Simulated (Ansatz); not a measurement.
**FH$_{3}$O$_{2}$Zr···HF: density, localisation and related maps**

```yaml
atoms:
  - { symbol: Zr, position_ang: [-0.1330, 0.3459, -0.1780] }
  - { symbol: F, position_ang: [1.1851, -0.2715, 2.6412] }
  - { symbol: O, position_ang: [1.5789, -0.2184, -0.7917] }
  - { symbol: H, position_ang: [2.3858, -0.5883, -1.1284] }
  - { symbol: O, position_ang: [-1.0665, 1.3389, -1.5073] }
  - { symbol: H, position_ang: [-1.4625, 1.7584, -2.2610] }
  - { symbol: F, position_ang: [-1.2605, -1.0498, 0.4699] }
  - { symbol: H, position_ang: [0.1527, 1.5879, 1.1744] }
  - { symbol: H, position_ang: [0.9473, 0.6131, 2.5410] }
```

Core potentials replace the inner electrons of Zr.

Theory: Ansatz 0.2.0, RKS BHLYP/def2-SVP.

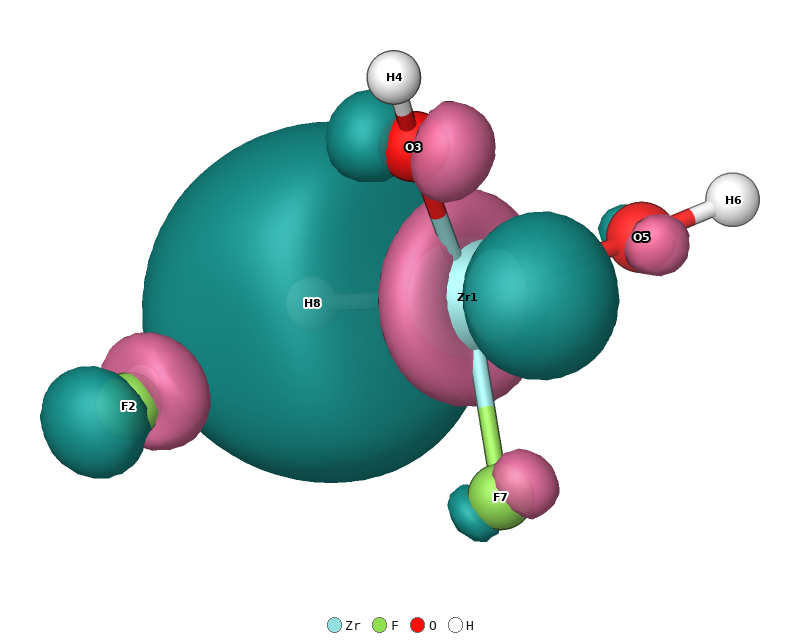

Figure 1. The HOMO at ±0.08 Å⁻³ᐟ² (teal and pink are the two phases), seen at an oblique angle.

What is the character of this orbital?

Answer. It lies mainly on H8 (about 55 %) and Zr1 (about 35 %). Its energy is −9.73 eV.

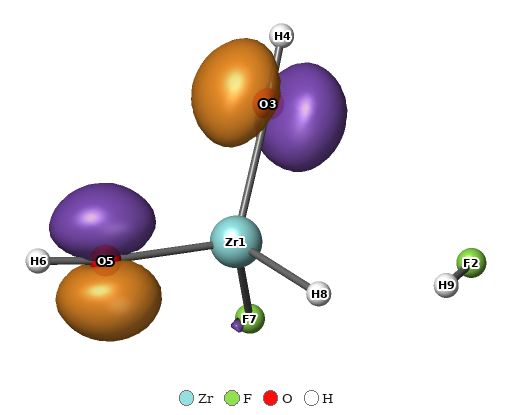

Figure 2. The HOMO−1 at ±0.2 Å⁻³ᐟ² (orange and purple are the two phases), seen at a tilt.

Where does this orbital lie, and at what energy?

Answer. It lies mainly on O3 (about 45 %) and O5 (about 40 %); largely a combination of lone pairs on O3 and O5. Its energy is −11.11 eV.
